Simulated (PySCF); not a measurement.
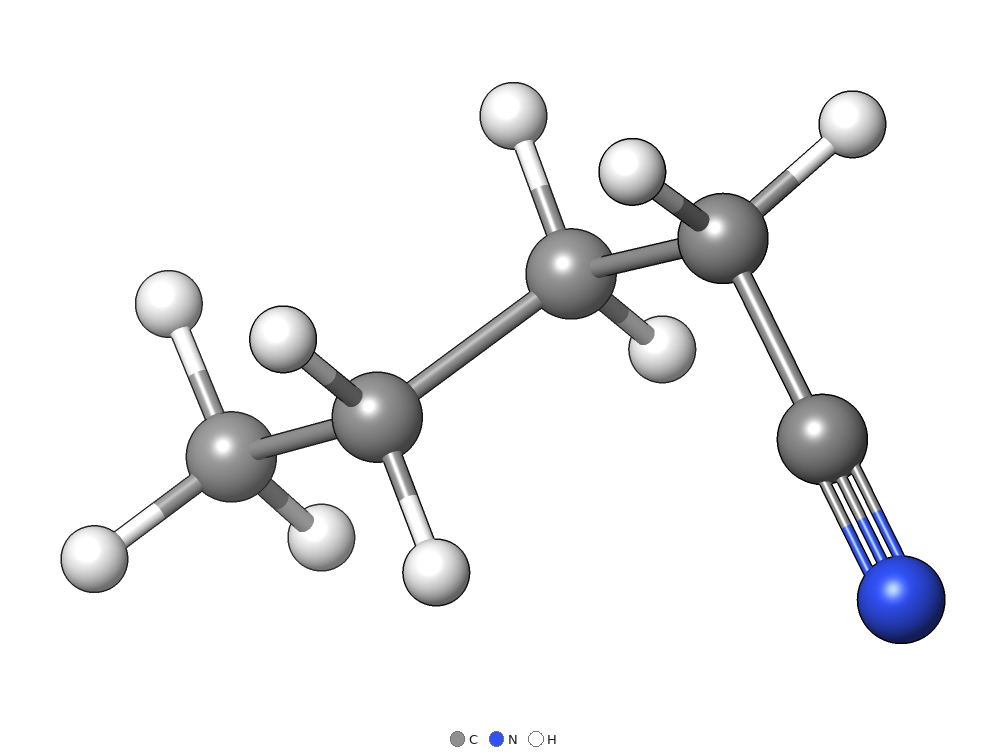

Multiple sticks mark multiple bonds (one Kekulé form).

The geometry was computed by an optimisation with GFN2-xTB. No frequency run is at hand to confirm it as a minimum.

> Count the atoms of each element.

C5H9N, 15 atoms: 5 carbon, 9 hydrogen and 1 nitrogen.

> Write the SMILES.

CCCCC#N

> Does it have rings?

It has no ring.

> Name some functional groups or characteristic bonds that it holds.

Among them: nitrile.

> How many bonds of each kind are drawn?

9 C–H, 4 C–C, 1 C–N.

More results for the same structure follow; atom numbers are the same in all pictures, views and colours differ.

## Shape

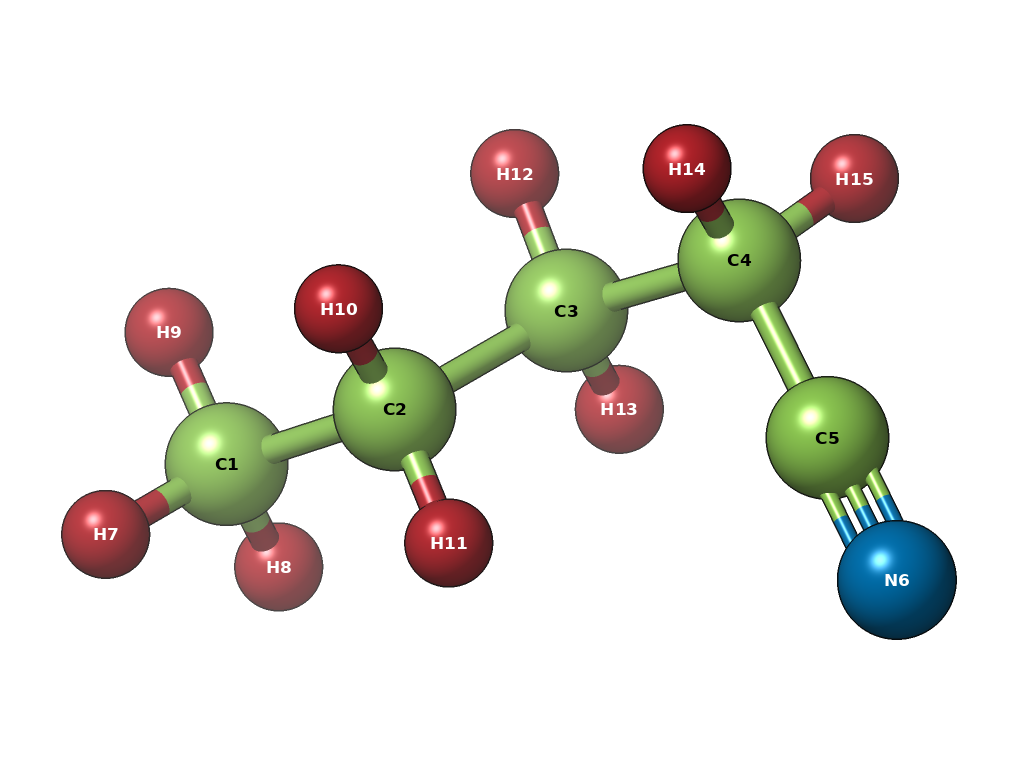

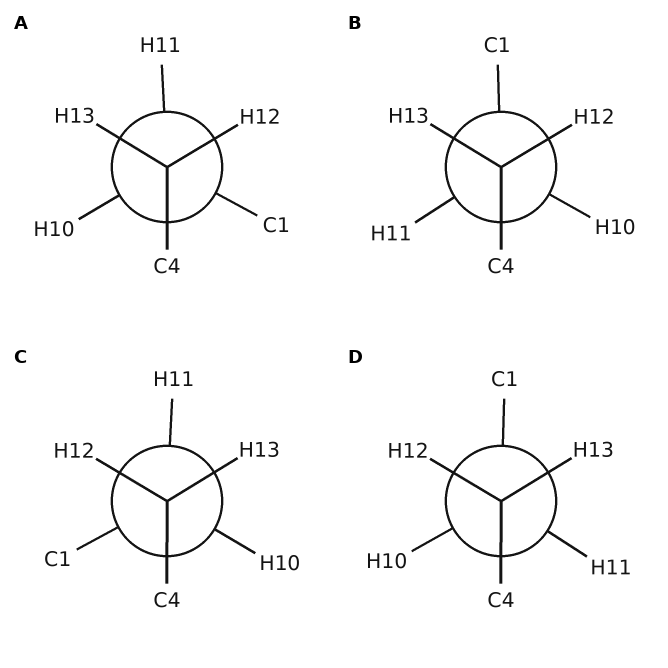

Distant atoms are faded towards the background colour. Bonds that would overlap in a projection are set slightly apart. No frequency run is at hand to confirm it as a minimum.

> Which Newman projection shows the view along C3–C2, with C3 in front?

D. The torsion angle C4–C3–C2–C1 is −178°, antiperiplanar (anti).

## Excitation

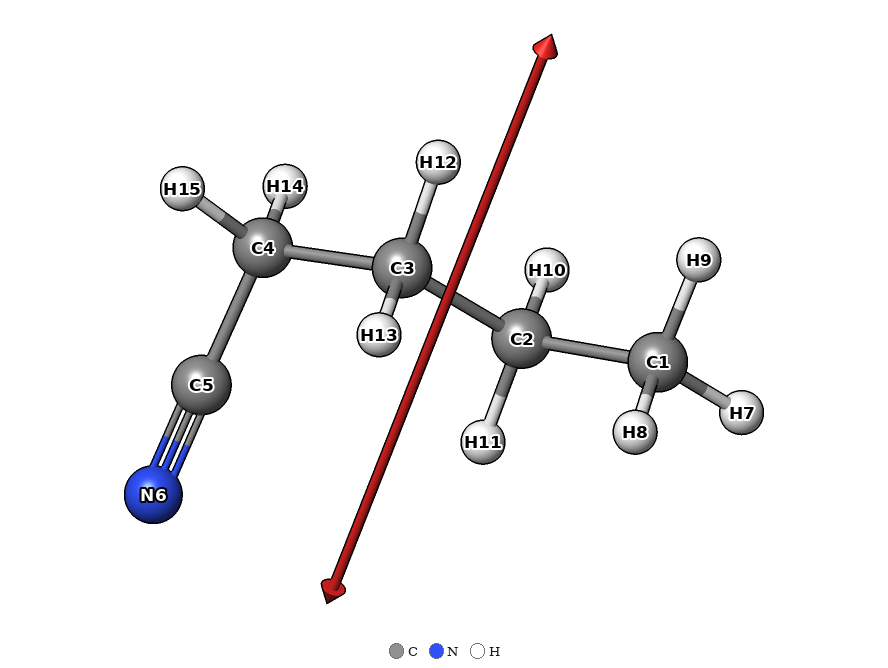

The double arrow shows the direction of the transition dipole to excited singlet state 5 (its length means nothing). No frequency run is at hand to confirm it as a minimum. Method: TDDFT PBE0/def2-SVPD, vertical, gas phase, core orbitals frozen in the response (PySCF 2.14.0).

> Where does the transition lie, and how strong is it?

8.81 eV (141 nm), oscillator strength 0.022, of mixed character, with the largest part HOMO−1 → LUMO (weight 0.41); transition dipole 0.81 D.

## Quadrupole coupling

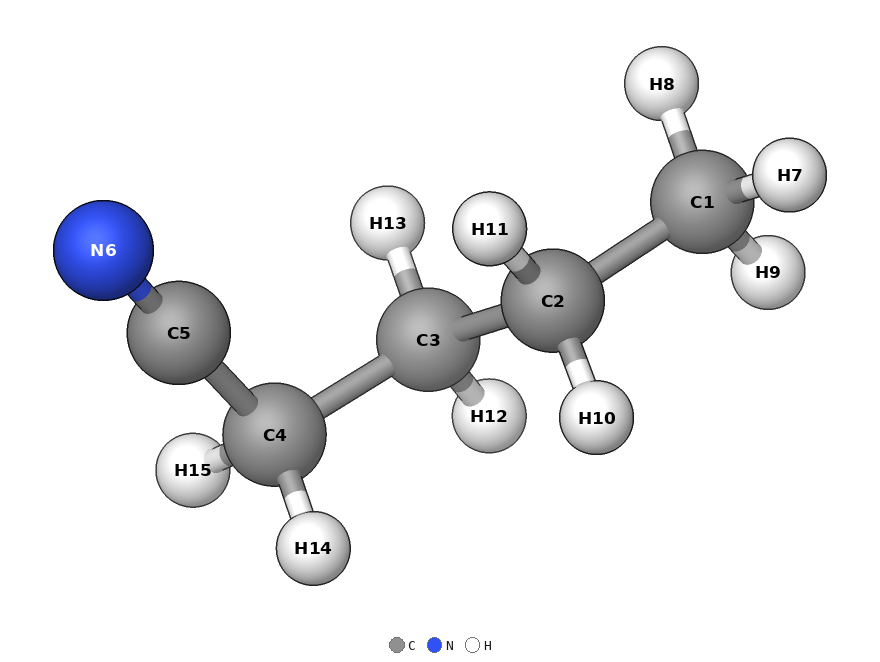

No frequency run is at hand to confirm it as a minimum. Electric field gradients from the ground-state density, PBE0/pcSseg-1 (PySCF 2.14.0), non-relativistic apart from any core potentials.

Give the largest field-gradient component, the quadrupole coupling constant and the asymmetry for 14N at N6 (Q = 20.44 mb), 2H at H7 (Q = 2.86 mb), 2H at H8 (Q = 2.86 mb).

```
atom  V_zz (a.u.)  e²qQ/h (MHz)     η
  N6       −0.963         −4.63  0.03
  H7        0.317         0.213  0.02
  H8        0.314         0.211  0.02
```

## NMR shielding

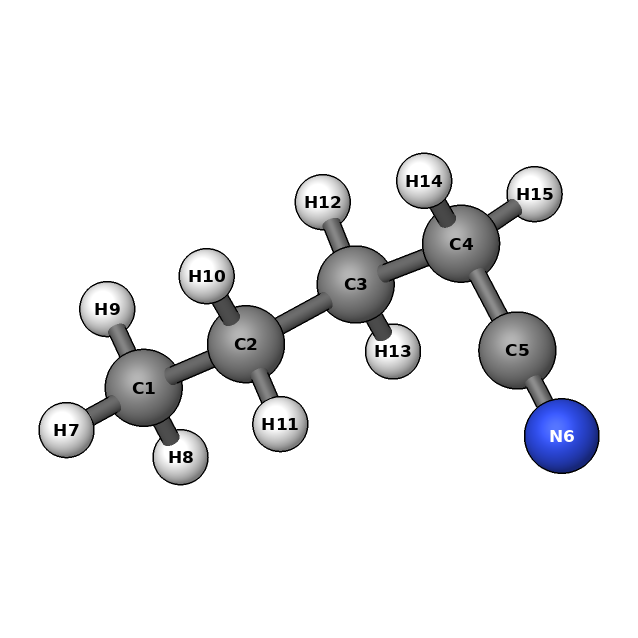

No frequency run is at hand to confirm it as a minimum. Method: GIAO PBE0/pcSseg-1 NMR shielding, non-relativistic, gas phase (PySCF 2.14.0). Principal shieldings σ11 ≤ σ22 ≤ σ33, span Ω = σ33 − σ11, skew κ = 3(σiso − σ22)/Ω.

Give the shielding tensors of the N atoms.

| atom | σ11 | σ22 | σ33 | σiso | Ω | κ |
| --- | --- | --- | --- | --- | --- | --- |
| N6 | −201.9 | −194.5 | 300.9 | −31.8 | 502.8 | 0.97 |

Shieldings and span in ppm.

## Polarisability

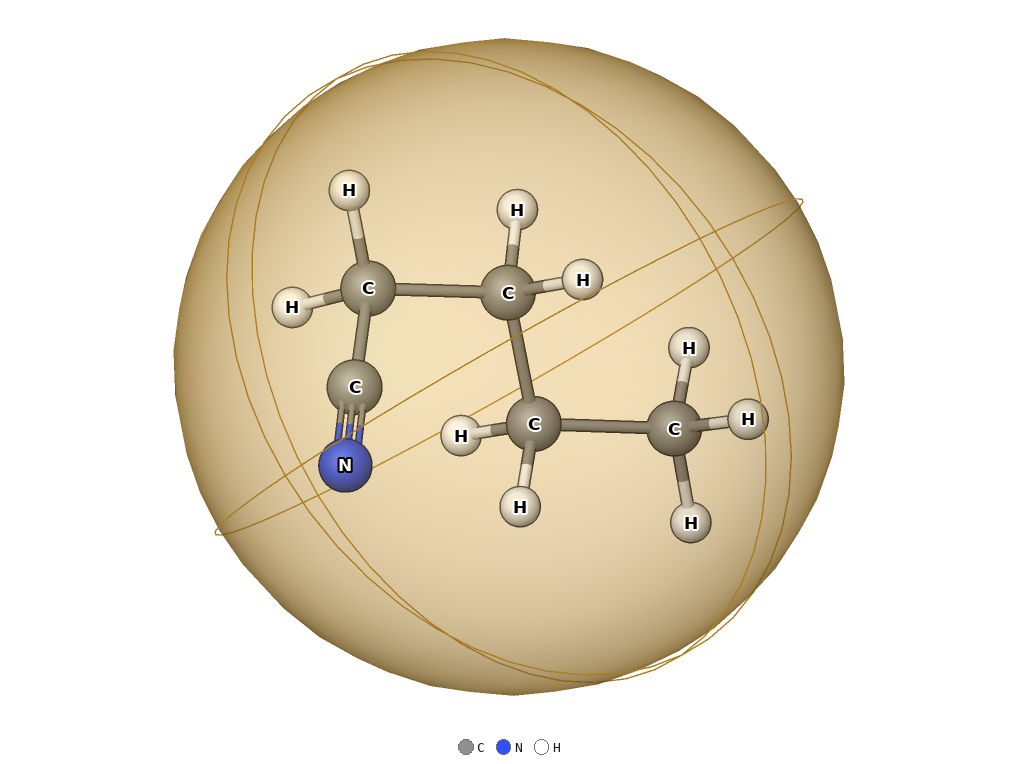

The ellipsoid shows the static dipole polarisability: its half-axes are proportional to the principal values. No frequency run is at hand to confirm it as a minimum. Level of theory: PBE0/def2-SVPD (PySCF 2.14.0).

> Give the principal values, the mean and the anisotropy.

Principal values 54.3, 62.4, 74.3 bohr³; mean 63.7 bohr³ (9.43 Å³); anisotropy 17.4 bohr³, so the longest axis is 1.37 times the shortest.
